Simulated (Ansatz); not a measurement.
Formation energy of the bound charge states of N on the Si site in alpha quartz (start: the Si site; 72-site cell, 2×2×2 Γ-centred sampling) against the Fermi level, Si-rich (Δμ(Si) = 0.00 eV, Δμ(N) = -1.94 eV, bounded by Si2N2O (Cmc2_1); only phases computed here count, gases as isolated molecules at 0 K). Method: PBE, PAW (plane waves to 420 eV; Ansatz, a program for electronic structure).

Details: 72-site cell; 2×2×2 Γ-centred k-points; host gap 5.68 eV; charged states image-corrected; energies good to tenths of an eV; flagged in the runs: a host whose relaxation on this sampling wasn't shown to rest, a strain field that reaches the edge of the cell.

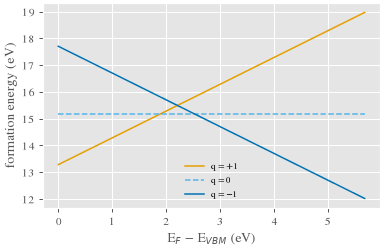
Figure: Formation energy of each charge state against the Fermi level

Crossings of the lowest lines: (+1/0) at 1.87 eV; (0/−1) at 2.55 eV. At the valence-band maximum: q = +1: 13.29 eV; q = 0: 15.16 eV; q = −1: 17.70 eV.
